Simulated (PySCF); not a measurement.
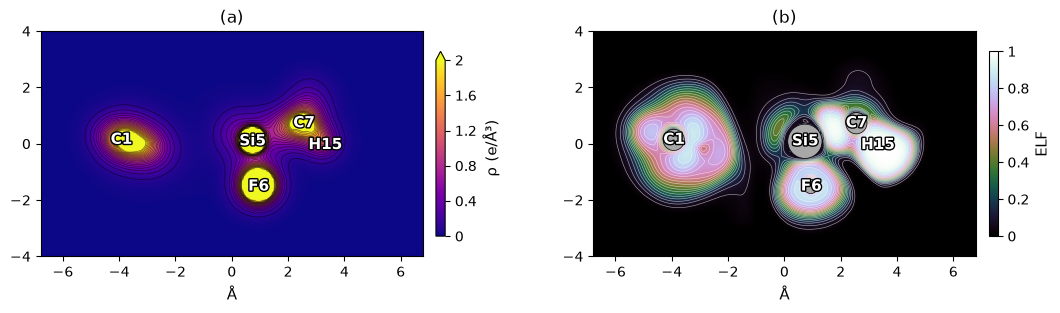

*C₄H₆F₃Si₂ (doublet). (a) total electron density; (b) electron localisation function on the plane of atoms F6, Si5 and C7. Grey discs cover the atomic cores in the ELF map.*

Geometry: GFN2-xTB.

Method: UKS B3LYP, pcH-1 on C F H Si, non-relativistic, mean-field spin-orbit, GIAO in PySCF.

```xyz
15

C     3.7761   -0.6579    0.4056
C     2.8355   -0.6309   -0.3522
Si    1.5555   -0.4622   -1.6453
C     0.1124    0.6317   -1.0341
Si   -0.8590   -0.1892    0.3535
F    -1.2333   -1.6948   -0.1142
C    -2.6086    0.6147    0.5578
F    -2.8570    1.5404   -0.4137
F    -2.7029    1.2867    1.7395
H     4.5669   -0.7086    1.0975
H     1.1527   -1.7279   -2.2449
H    -0.5567    0.8449   -1.8708
H     0.5004    1.5940   -0.7014
H    -0.2446   -0.3316    1.6586
H    -3.4419   -0.1012    0.5308
```

Question: Interpret the plot.

Answer:
- The section cuts through C, Si, F and H sites.
- Si–F (1.62 Å): ρ at the midpoint is about 1.1 e/Å³; the ELF peaks at about 0.85 in the valence shell of F, 0.5 Å from its nucleus, and is about 0.65 at the midpoint.
- C–Si (1.94 Å): ρ at the midpoint is about 0.9 e/Å³; the ELF peaks at about 1 between the atoms; a shared electron pair.
- The ELF also peaks beside F6, away from the bonds: non-bonding electrons, paired or unpaired.
